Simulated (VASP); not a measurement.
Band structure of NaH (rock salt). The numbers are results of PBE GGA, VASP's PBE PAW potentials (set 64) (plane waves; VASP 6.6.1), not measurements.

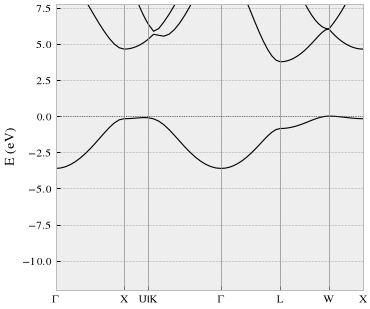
*Bands along high-symmetry lines, zero at the valence-band maximum or, without a gap, the Fermi level*

Problem. Read the plot: is there a gap, and where are the band edges?

Solution. The gap is indirect, 3.76 eV, from the valence maximum at W to the conduction minimum at L. (Edges off the drawn lines would not show.)

The compound is NaH in the rock salt structure. It was relaxed first.
